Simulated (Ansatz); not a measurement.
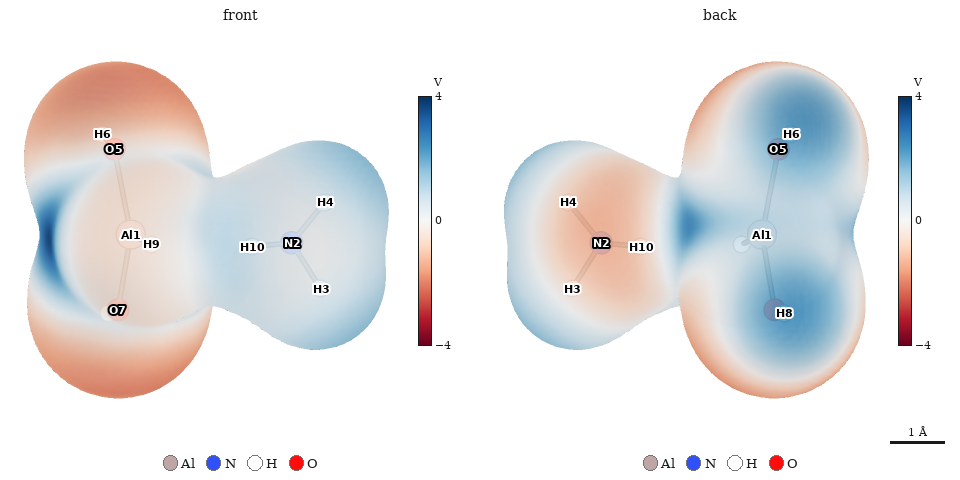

Figure 1: AlH₃O₂···NH₃. The molecular electrostatic potential painted on the density surface at 0.002 e/bohr³, seen from the front and from behind; red is negative and blue positive.

Not at a stationary point (largest force 1.3 eV/Å).

All numbers below come from Ansatz, RHF/cc-pVDZ.

```xyz
10

Al   -0.0727    0.4074   -0.4466
N    -0.0350    0.2091    2.6536
H    -0.8576    0.1526    3.2321
H     0.7631    0.1982    3.2677
O     1.4300   -0.1754   -1.0248
H     1.6071   -0.9446   -1.5382
O    -1.5779   -0.2821   -0.8817
H    -1.7500   -1.0868   -1.3396
H    -0.0795    1.7166    0.4069
H    -0.0526    1.1297    2.1906
```

### Which sites attract a positive test charge, and which a negative one?

A positive charge is drawn to the negative regions and a negative charge to the positive ones. The most negative region (about −2.0 V) lies over O5 and O7, the most positive (about +3.2 V) over Al1.
